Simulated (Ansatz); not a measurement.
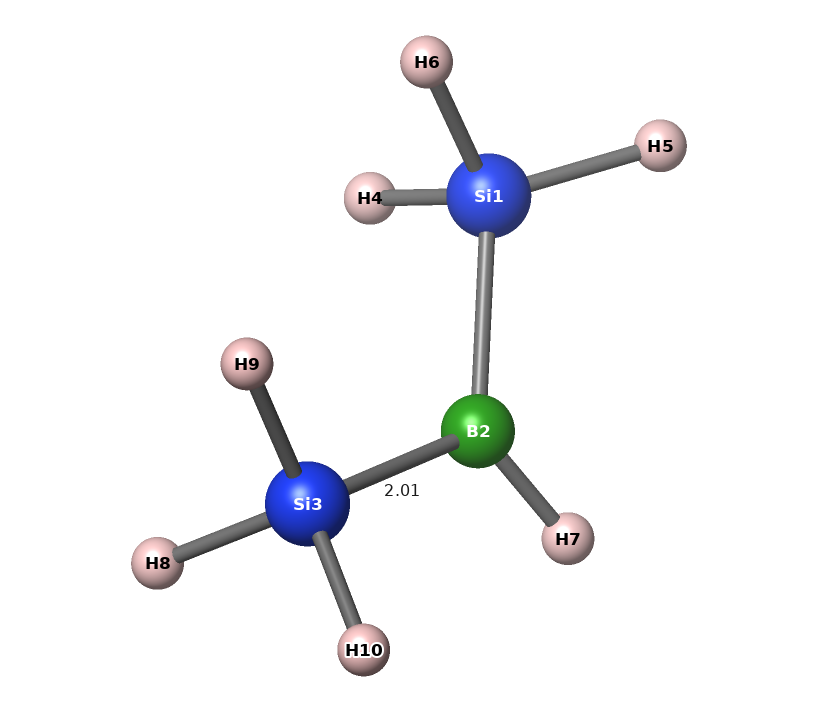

Bond lengths are marked in Å; every bond is drawn as one stick. Computed geometry: PBE-D4/def2-SVP optimisation. No frequency run is at hand to confirm it as a minimum.

Assign a bond order to each marked bond.

Answer. B2–Si3 single.

Write the SMILES.

Answer. [SiH3]B[SiH3]
